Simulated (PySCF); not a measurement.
# C₄H₉B₂F: a tour of settings

Aim: see how C₄H₉B₂F (`C=C(C)BCBF`) answers to the choice of functional, basis, grid and SCF options, and what happens with inputs that are wrong on purpose.

Computed with PySCF 2.14.0, with density-fitted response routines of our own, on a single molecule in the gas phase. Atoms count from 0, in the outputs and in this text.

### Step 1. The starting structure

16 atoms, charge 0, multiplicity 1; geometry from: GFN2-xTB.

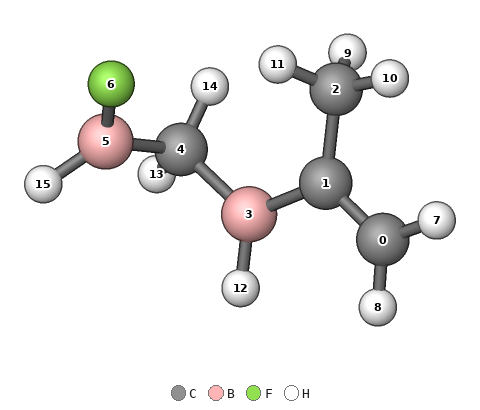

As it starts; carbon grey, boron pink, fluorine green, hydrogen white, atoms numbered; sticks join atoms by distance.

### Step 2. NMR shieldings: PBE0/pcSseg-1

What the job is given:

```
{"job": {"kind": "nmr", "xc": "PBE0", "basis": "pcSseg-1"}, "charge": 0, "multiplicity": 1}
C      1.745304    -1.614398    -0.370685
C      0.944989    -0.543491    -0.318977
C      1.510137     0.773746     0.139151
B     -0.552437    -0.661585    -0.718824
C     -1.525127     0.584739    -0.693838
B     -2.197415     0.628576     0.724198
F     -1.585976     1.264602     1.707767
H      2.789583    -1.573577    -0.095079
H      1.381960    -2.575847    -0.693428
H      1.460587     1.502419    -0.669320
H      2.548087     0.675757     0.451254
H      0.927953     1.162072     0.972230
H     -0.980298    -1.709133    -1.024245
H     -2.287857     0.475330    -1.462027
H     -0.972141     1.507829    -0.860256
H     -3.214946     0.111905     1.004484
```

With the program's defaults for keys left out, this is: GIAO PBE0/pcSseg-1 NMR shielding, non-relativistic, gas phase.

Command:

```sh
> OMP_NUM_THREADS=1 python probes_run.py task.json out
```

This one command runs all jobs of the session in turn.

What it wrote:

```text
coarse grid: 13184 points
cycle   1  E = -306.9060203701  dE =  5.636e-01  |g| = 5.708e-01  |ddm| = 3.375e+00
cycle   2  E = -306.8754020297  dE =  3.062e-02  |g| = 7.378e-01  |ddm| = 9.753e-01
cycle   3  E = -306.9751848156  dE = -9.978e-02  |g| = 9.012e-02  |ddm| = 5.783e-01
cycle   4  E = -306.9766151749  dE = -1.430e-03  |g| = 3.047e-02  |ddm| = 7.793e-02
cycle   5  E = -306.9768124438  dE = -1.973e-04  |g| = 9.564e-03  |ddm| = 2.693e-02
cycle   6  E = -306.9768336362  dE = -2.119e-05  |g| = 3.976e-03  |ddm| = 1.061e-02
cycle   7  E = -306.9768374563  dE = -3.820e-06  |g| = 4.163e-04  |ddm| = 3.596e-03
final grid: 127200 points
cycle   8  E = -307.0204594173  dE = -6.137e-05  |g| = 8.156e-03  |ddm| = 2.986e-02
cycle   9  E = -307.0204562885  dE =  3.129e-06  |g| = 8.927e-03  |ddm| = 1.476e-02
cycle  10  E = -307.0204767548  dE = -2.047e-05  |g| = 9.649e-04  |ddm| = 7.853e-03
cycle  11  E = -307.0204769483  dE = -1.935e-07  |g| = 3.973e-04  |ddm| = 1.013e-03
cycle  12  E = -307.0204769891  dE = -4.084e-08  |g| = 7.338e-05  |ddm| = 3.557e-04
cycle  13  E = -307.0204769906  dE = -1.547e-09  |g| = 1.507e-05  |ddm| = 8.859e-05
cycle  14  E = -307.0204769907  dE = -5.980e-11  |g| = 3.935e-06  |ddm| = 1.817e-05
converged SCF energy = -307.0204769907

GIAO shielding tensors (ppm)
atom      isotropic    diamagn.    paramagn.     s11        s22        s33       span
  0 C       33.199     253.217    -220.018    -75.733     38.074    137.255    212.988
  1 C       24.995     260.351    -235.355    -95.829    -10.481    181.297    277.126
  2 C      160.412     249.160     -88.748    147.785    153.367    180.085     32.300
  3 B       26.848     192.627    -165.779    -35.299      1.775    114.068    149.366
  4 C      143.677     260.161    -116.484     74.941    158.819    197.271    122.330
  5 B       45.192     188.471    -143.279    -19.027     66.862     87.741    106.768
  6 F      166.930     470.814    -303.884    -19.436     44.346    475.880    495.316
  7 H       24.977      30.898      -5.920     21.303     24.841     28.788      7.484
  8 H       25.435      31.185      -5.750     22.363     24.826     29.118      6.755
  9 H       29.378      30.997      -1.618     25.984     28.338     33.813      7.829
 10 H       29.802      31.160      -1.359     26.197     28.874     34.334      8.138
 11 H       29.030      32.051      -3.021     24.342     28.558     34.191      9.849
 12 H       24.660      32.103      -7.443     19.695     26.110     28.173      8.478
 13 H       28.955      30.360      -1.405     26.391     28.211     32.264      5.874
 14 H       29.340      34.414      -5.074     26.012     29.964     32.043      6.030
 15 H       26.101      28.393      -2.292     24.535     24.749     29.020      4.485
```

Wall time 22 s (1 thread of Intel Xeon Platinum 8488C, shared host); peak memory 0.74 GiB.

Shifts follow as δ = σ(reference) − σ, with reference shieldings (ppm) from runs at the same level and on the same kind of geometry: 1H TMS 31.72, 13C TMS 186.9, 19F CFCl3 170.9, 11B BF3·OEt2 100.1. The references are single molecules in the gas phase, so shifts against H2O, NH3, PH3, H3PO4 or CFCl3 are not on the usual liquid scales and can be off by tens of ppm. Atoms listed in one row are averaged.

```
       atoms                           environment  σ (ppm)  δ (ppm)  δ scaled to CDCl3
          C1       fully substituted alkene carbon     25.0    161.9              156.1
          C0                  terminal =CH2 carbon     33.2    153.7              148.1
          C4                 sp3 CH2 bonded to 2 B    143.7     43.2               40.3
          C2                 allylic methyl carbon    160.4     26.5               24.0
         H12     hydrogen on a boron bonded to 2 C    24.66     7.06                  –
          H7    hydrogen on a terminal =CH2 carbon    24.98     6.74               6.46
          H8    hydrogen on a terminal =CH2 carbon    25.44     6.28               6.03
         H15    hydrogen on a boron bonded to C, F    26.10     5.62                  –
    H13, H14  hydrogen on an sp3 CH2 bonded to 2 B    29.15     2.57               2.53
H9, H10, H11  hydrogen on an allylic methyl carbon    29.40     2.31               2.29
          B3                boron bonded to 2 C, H     26.8     73.2                  –
          B5               boron bonded to C, F, H     45.2     54.9                  –
          F6                  fluorine bonded to B    166.9      4.0                  –
```

The scaled column applies a straight-line fit of computed shieldings to shifts measured in CDCl3; 19F shifts take a fit of their own (root-mean-square error 0.16 ppm for H, 1.9 ppm for C).

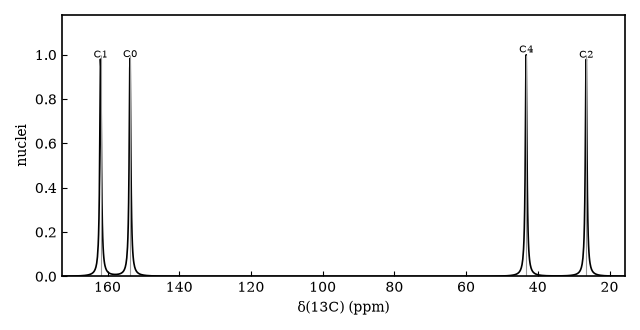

13C lines at the computed shifts, without couplings. Lines are broadened to a width of 0.54 ppm (Lorentzian).

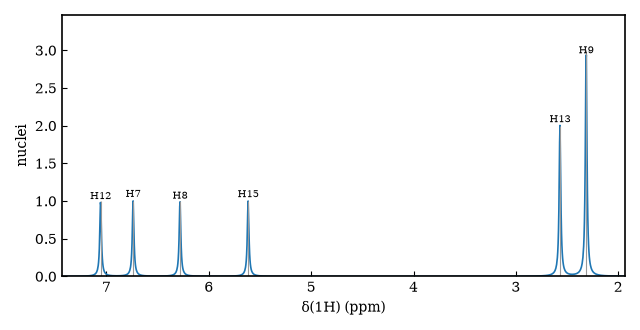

1H lines at the computed shifts, without couplings. Lines are broadened to a width of 0.02 ppm (Lorentzian).

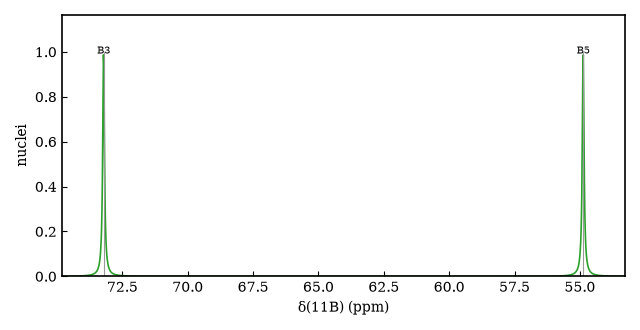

11B lines at the computed shifts, without couplings. Lines are broadened to a width of 0.08 ppm (Lorentzian).

The run also stored atomic charges by several schemes (e):

```
atoms  Mulliken    IAO  Hirshfeld  ESP fit
   C0     -0.07  -0.24      -0.06    -0.52
   C1     -0.54  -0.10      -0.06     0.19
   C2     -0.19  -0.42      -0.12    -0.47
   B3      0.38   0.15       0.15     0.27
   C4     -0.65  -0.58      -0.22    -0.53
   B5      0.49   0.43       0.24     0.54
   F6     -0.29  -0.30      -0.12    -0.27
```

Hirshfeld charges:

C0 -0.06; C1 -0.06; C2 -0.12; B3 0.15; C4 -0.22; B5 0.24; F6 -0.12; H7 0.05; H8 0.05; H9 0.04; H10 0.04; H11 0.04; H12 -0.06; H13 0.05; H14 0.04; H15 -0.06

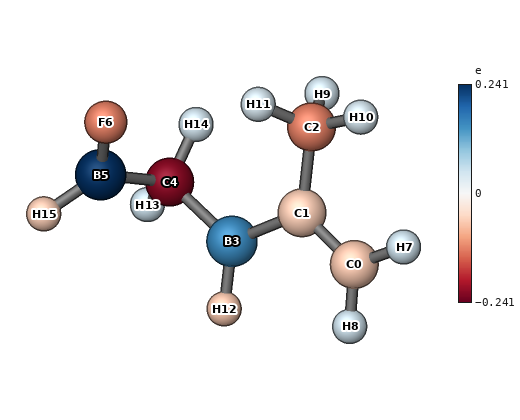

Hirshfeld charges, as colours on the atoms.

Mayer bond orders: C0–C1 1.92, C1–C2 1.05, C1–B3 0.98, B3–C4 1.00, C4–B5 0.98, B5–F6 1.12.

### Step 3. TDDFT and polarisability: PBE0/def2-SVPD

Settings changed since step 2:

```diff
@@ -1,2 +1,2 @@
-{"job": {"kind": "nmr", "xc": "PBE0", "basis": "pcSseg-1"}, "charge": 0, "multiplicity": 1}
+{"job": {"kind": "uv", "xc": "PBE0", "basis": "def2-SVPD", "nstates": 6, "ntriplets": 2}, "charge": 0, "multiplicity": 1}
 C      1.745304    -1.614398    -0.370685
```

Level: TDDFT PBE0/def2-SVPD, vertical, gas phase, core orbitals frozen in the response.

What it wrote:

```text
coarse grid: 13184 points
cycle   1  E = -306.7301610073  dE =  5.093e-01  |g| = 5.390e-01  |ddm| = 6.378e+00
cycle   2  E = -306.7005908143  dE =  2.957e-02  |g| = 6.916e-01  |ddm| = 1.593e+00
cycle   3  E = -306.7954004645  dE = -9.481e-02  |g| = 8.918e-02  |ddm| = 7.927e-01
cycle   4  E = -306.7968629038  dE = -1.462e-03  |g| = 3.113e-02  |ddm| = 1.472e-01
cycle   5  E = -306.7970801575  dE = -2.173e-04  |g| = 1.017e-02  |ddm| = 5.331e-02
cycle   6  E = -306.7971053300  dE = -2.517e-05  |g| = 3.736e-03  |ddm| = 2.008e-02
cycle   7  E = -306.7971087841  dE = -3.454e-06  |g| = 3.803e-04  |ddm| = 7.188e-03
final grid: 127200 points
cycle   8  E = -306.8412000447  dE = -6.163e-05  |g| = 7.767e-03  |ddm| = 1.623e-01
cycle   9  E = -306.8411968883  dE =  3.156e-06  |g| = 8.582e-03  |ddm| = 2.738e-02
cycle  10  E = -306.8412165314  dE = -1.964e-05  |g| = 9.624e-04  |ddm| = 1.334e-02
cycle  11  E = -306.8412167288  dE = -1.975e-07  |g| = 3.721e-04  |ddm| = 1.961e-03
cycle  12  E = -306.8412167646  dE = -3.574e-08  |g| = 7.934e-05  |ddm| = 7.580e-04
cycle  13  E = -306.8412167663  dE = -1.734e-09  |g| = 2.531e-05  |ddm| = 1.990e-04
cycle  14  E = -306.8412167664  dE = -1.277e-10  |g| = 7.168e-06  |ddm| = 4.858e-05
converged SCF energy = -306.8412167664

Static polarisability (au): isotropic 77.622, principal 60.794 73.952 98.121

Singlet excitations
state   eV       nm        f      main configurations
  1   5.1442    241.0   0.18765   H->L 0.74, H-1->L 0.19
  2   5.1942    238.7   0.01004   H-1->L 0.52, H-2->L 0.41
  3   5.4632    226.9   0.02764   H-2->L 0.50, H-1->L 0.24, H->L 0.17
  4   6.1436    201.8   0.00111   H-3->L 0.83
  5   6.7007    185.0   0.06402   H->L+1 0.79
  6   6.8398    181.3   0.00133   H-4->L 0.93

Triplet excitations (Tamm-Dancoff, eV): 3.3993 4.6856
```

It took 32 s on 1 thread of Intel Xeon Platinum 8488C, shared host; peak memory 0.87 GiB.

Frontier orbitals and where they lie:

```
orbital     eV                       atoms
 HOMO−3  -9.63   C4 21 %, B3 15 %, B5 13 %
 HOMO−2  -8.88  B3 24 %, C4 18 %, H12 16 %
 HOMO−1  -8.77   C4 18 %, B3 18 %, C1 17 %
   HOMO  -7.83    C0 34 %, C1 32 %, C2 9 %
   LUMO  -1.98   B3 28 %, C0 19 %, C1 13 %
 LUMO+1  -0.26  B5 37 %, F6 12 %, H15 10 %
 LUMO+2   0.64    B3 25 %, B5 23 %, C2 9 %
```

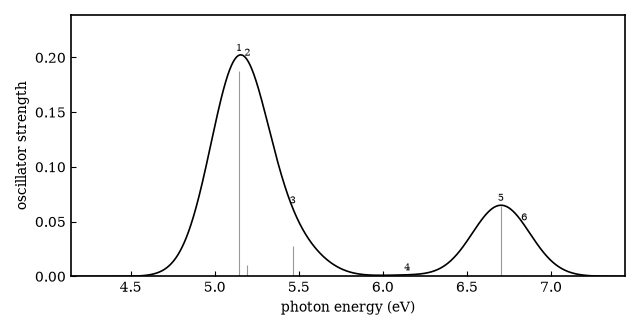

Absorption spectrum from the 6 singlet states computed; above the last one it falls off for lack of states. Lines are broadened to a width of 0.40 eV (Gaussian).

Further results of this job:

```
           property  computed
  dipole moment (D)      1.09
polarisability (Å³)     11.50
 HOMO–LUMO gap (eV)      5.85
      −ε(HOMO) (eV)      7.83
```

### Step 4. NMR shieldings: BLYP/pcSseg-1

Settings changed since step 3:

```diff
@@ -1,2 +1,2 @@
-{"job": {"kind": "uv", "xc": "PBE0", "basis": "def2-SVPD", "nstates": 6, "ntriplets": 2}, "charge": 0, "multiplicity": 1}
+{"job": {"kind": "nmr", "xc": "BLYP", "basis": "pcSseg-1", "pop": false}, "charge": 0, "multiplicity": 1}
 C      1.745304    -1.614398    -0.370685
```

With the program's defaults for keys left out, this is: GIAO BLYP/pcSseg-1 NMR shielding, non-relativistic, gas phase.

What it wrote:

```text
coarse grid: 13184 points
cycle   1  E = -307.0561506921  dE =  4.032e-01  |g| = 7.821e-01  |ddm| = 3.484e+00
cycle   2  E = -306.8252628282  dE =  2.309e-01  |g| = 1.308e+00  |ddm| = 1.851e+00
cycle   3  E = -307.1907574320  dE = -3.655e-01  |g| = 2.029e-01  |ddm| = 1.330e+00
cycle   4  E = -307.1981028484  dE = -7.345e-03  |g| = 7.371e-02  |ddm| = 1.919e-01
cycle   5  E = -307.1992036187  dE = -1.101e-03  |g| = 3.586e-02  |ddm| = 7.807e-02
cycle   6  E = -307.1995395833  dE = -3.360e-04  |g| = 1.046e-02  |ddm| = 3.647e-02
cycle   7  E = -307.1995663440  dE = -2.676e-05  |g| = 1.613e-03  |ddm| = 1.085e-02
cycle   8  E = -307.1995669864  dE = -6.423e-07  |g| = 3.626e-04  |ddm| = 2.039e-03
final grid: 127200 points
cycle   9  E = -307.2651285843  dE = -7.910e-05  |g| = 1.100e-02  |ddm| = 3.603e-02
cycle  10  E = -307.2650852556  dE =  4.333e-05  |g| = 1.683e-02  |ddm| = 2.364e-02
cycle  11  E = -307.2651596254  dE = -7.437e-05  |g| = 1.393e-03  |ddm| = 1.512e-02
cycle  12  E = -307.2651599051  dE = -2.797e-07  |g| = 7.611e-04  |ddm| = 1.577e-03
cycle  13  E = -307.2651600465  dE = -1.414e-07  |g| = 2.031e-04  |ddm| = 6.989e-04
cycle  14  E = -307.2651600575  dE = -1.095e-08  |g| = 7.091e-05  |ddm| = 2.293e-04
cycle  15  E = -307.2651600584  dE = -9.145e-10  |g| = 1.842e-05  |ddm| = 5.900e-05
converged SCF energy = -307.2651600584

GIAO shielding tensors (ppm)
atom      isotropic    diamagn.    paramagn.     s11        s22        s33       span
  0 C       27.536     252.083    -224.547    -73.507     29.902    126.214    199.721
  1 C       13.370     258.124    -244.754   -103.161    -27.700    170.971    274.132
  2 C      150.223     248.702     -98.479    136.589    142.721    171.360     34.771
  3 B       19.880     194.104    -174.224    -42.719     -3.306    105.665    148.385
  4 C      131.886     257.961    -126.075     60.870    147.082    187.706    126.836
  5 B       37.846     189.282    -151.436    -24.994     59.175     79.358    104.351
  6 F      141.251     472.256    -331.006    -46.290      6.980    463.062    509.353
  7 H       25.234      30.989      -5.754     21.707     25.283     28.713      7.006
  8 H       25.696      31.458      -5.762     22.860     25.186     29.043      6.183
  9 H       29.423      31.216      -1.793     26.288     28.642     33.338      7.050
 10 H       29.956      31.018      -1.061     26.821     29.218     33.830      7.008
 11 H       29.086      32.672      -3.587     24.714     28.892     33.650      8.936
 12 H       24.914      32.643      -7.730     19.804     26.519     28.419      8.615
 13 H       29.014      30.269      -1.256     26.836     28.553     31.652      4.816
 14 H       29.403      34.605      -5.202     26.274     29.969     31.967      5.693
 15 H       26.123      28.698      -2.576     24.700     24.848     28.819      4.119
```

It took 28 s on 1 thread of Intel Xeon Platinum 8488C, shared host; peak memory 0.68 GiB.

Key values: δ C1 164.7, C0 150.5, C4 46.2, C2 27.8, H12 6.89, H7 6.57 ppm.

### Step 5. TDDFT and polarisability: OPBE/def2-SVPD

Settings changed since step 4:

```diff
@@ -1,2 +1,2 @@
-{"job": {"kind": "nmr", "xc": "BLYP", "basis": "pcSseg-1", "pop": false}, "charge": 0, "multiplicity": 1}
+{"job": {"kind": "uv", "xc": "OPBE", "basis": "def2-SVPD", "nstates": 1, "ntriplets": 0, "tda": true, "grid": 1}, "charge": 0, "multiplicity": 1}
 C      1.745304    -1.614398    -0.370685
```

With the program's defaults for keys left out, this is: TDA OPBE/def2-SVPD, vertical, gas phase, core orbitals frozen in the response.

What it wrote:

```text
final grid: 58632 points
cycle   1  E = -306.9513336828  dE =  3.303e-01  |g| = 6.312e-01  |ddm| = 6.182e+00
cycle   2  E = -306.8090874774  dE =  1.422e-01  |g| = 1.028e+00  |ddm| = 2.257e+00
cycle   3  E = -307.0448253818  dE = -2.357e-01  |g| = 1.800e-01  |ddm| = 1.301e+00
cycle   4  E = -307.0517827069  dE = -6.957e-03  |g| = 6.455e-02  |ddm| = 3.303e-01
cycle   5  E = -307.0526955586  dE = -9.129e-04  |g| = 3.530e-02  |ddm| = 1.265e-01
cycle   6  E = -307.0530273792  dE = -3.318e-04  |g| = 6.489e-03  |ddm| = 5.480e-02
cycle   7  E = -307.0530379617  dE = -1.058e-05  |g| = 1.273e-03  |ddm| = 1.712e-02
cycle   8  E = -307.0530383801  dE = -4.183e-07  |g| = 3.419e-04  |ddm| = 3.921e-03
cycle   9  E = -307.0530384080  dE = -2.798e-08  |g| = 1.457e-04  |ddm| = 9.602e-04
cycle  10  E = -307.0530384137  dE = -5.635e-09  |g| = 3.941e-05  |ddm| = 3.390e-04
cycle  11  E = -307.0530384140  dE = -3.666e-10  |g| = 1.662e-05  |ddm| = 9.996e-05
converged SCF energy = -307.0530384140

Static polarisability (au): isotropic 79.164, principal 60.985 75.232 101.276

Singlet excitations
state   eV       nm        f      main configurations
  1   4.7327    262.0   0.00354   H-1->L 0.61, H-2->L 0.38
```

Wall time 23 s (1 thread of Intel Xeon Platinum 8488C, shared host); peak memory 0.64 GiB.

Key values: HOMO -6.73 eV, LUMO -2.77 eV; lowest singlet 4.73 eV.

### Step 6. NMR shieldings: PBE0/6-311G**

Settings changed since step 5:

```diff
@@ -1,2 +1,2 @@
-{"job": {"kind": "uv", "xc": "OPBE", "basis": "def2-SVPD", "nstates": 1, "ntriplets": 0, "tda": true, "grid": 1}, "charge": 0, "multiplicity": 1}
+{"job": {"kind": "nmr", "xc": "PBE0", "basis": "6-311G**", "pop": true, "scf": {"max_cycle": 68}}, "charge": 0, "multiplicity": 2}
 C      1.745304    -1.614398    -0.370685
```

Level: PBE0/6-311G**.

What it wrote:

```text
RuntimeError: Electron number 52 and spin 1 are not consistent
Note mol.spin = 2S = Nalpha - Nbeta, not 2S+1
```

Wall time 0.02 s (1 thread of Intel Xeon Platinum 8488C, shared host).

Diagnosis: Charge and multiplicity don't fit the number of electrons: an even count needs an odd multiplicity, and the reverse. Cure: mend the charge or the multiplicity.

### Step 7. Comparing the runs: NMR shifts

Shifts (ppm) of some atoms, chosen among heavy atoms and hydrogens apart, with basis size and wall time:

```
          run     C1     C0    C4    C2    H7    H8    F6  functions  time
PBE0/pcSseg-1  161.9  153.7  43.2  26.5  6.74  6.28   4.0        164  22 s
BLYP/pcSseg-1  164.7  150.5  46.2  27.8  6.57  6.10  -2.8        164  28 s
```

### Step 8. Comparing the runs: electronic excitations

Excitations and ground-state properties, with basis size and wall time:

```
           run  lowest singlet (eV)  brightest (eV)      f  gap (eV)  α (Å³)  μ (D)  functions  time
PBE0/def2-SVPD                 5.14            5.14  0.188      5.85   11.50   1.09        215  32 s
OPBE/def2-SVPD                 4.73            4.73  0.004      3.96   11.73   1.09        215  23 s
```

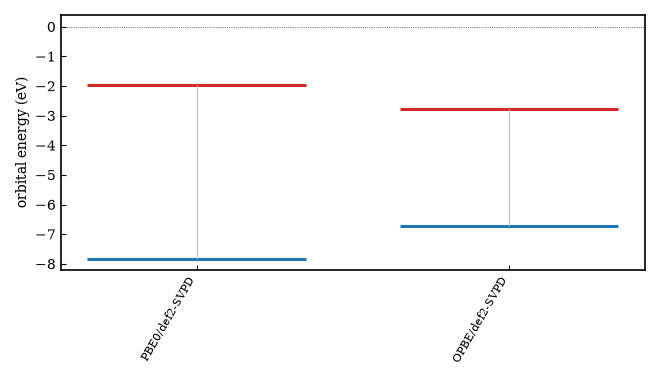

HOMO (blue) and LUMO (red) run by run.

### Step 9. Summary of results

| quantity | value |
| --- | --- |
| 13C shifts against TMS (PBE0/pcSseg-1) | 161.9, 153.7, 43.2, 26.5 ppm |
| 1H shifts against TMS (PBE0/pcSseg-1, means over atoms taken as alike) | 7.06, 6.74, 6.28, 5.62, 2.57, 2.31 ppm |
| 11B shifts against BF3·OEt2 (PBE0/pcSseg-1) | 73.2, 54.9 ppm |
| 19F shifts against CFCl3 (PBE0/pcSseg-1) | 4.0 ppm |
| lowest singlet (PBE0/def2-SVPD) | 5.14 eV (241 nm), f = 0.188 |
| lowest triplet | 3.40 eV |
| range of the shift of F6 | -2.8 to 4.0 ppm |
| range of the lowest singlet | 4.73 to 5.14 eV |
| property runs in this session | 5, of which 1 failed and 0 gave unsound results |

Single values in the summary come from the first sound run of each kind (PBE0/pcSseg-1; PBE0/def2-SVPD), which need not be the best level. The most deshielded carbon is C1 (fully substituted alkene carbon), at 161.9 ppm: as expected for a trigonal carbon in a double bond. At PBE0/pcSseg-1: The widest tensor belongs to F6: span 495 ppm, with a paramagnetic part of -304 ppm. The first singlet state (HOMO→LUMO 0.74, HOMO−1→LUMO 0.19) lies at 5.14 eV and is bright. The lowest triplet lies 1.74 eV below the lowest singlet (triplets in Tamm-Dancoff, singlets in full TDDFT). Across the 2 runs the shift of F6 moves most, between -2.8 (BLYP/pcSseg-1) and 4.0 ppm (PBE0/pcSseg-1). The lowest singlet runs from 4.73 eV (OPBE/def2-SVPD) to 5.14 eV (PBE0/def2-SVPD), while the orbital gap spans 3.96 to 5.85 eV: the excitation energy moves far less from run to run than the orbital gap does. Some runs use the Tamm-Dancoff approximation and others full TDDFT, which shifts states apart from functional and basis. The lowest state need not be the same one in every run. The runs solved for a few states only, so the brightest column depends on that window.
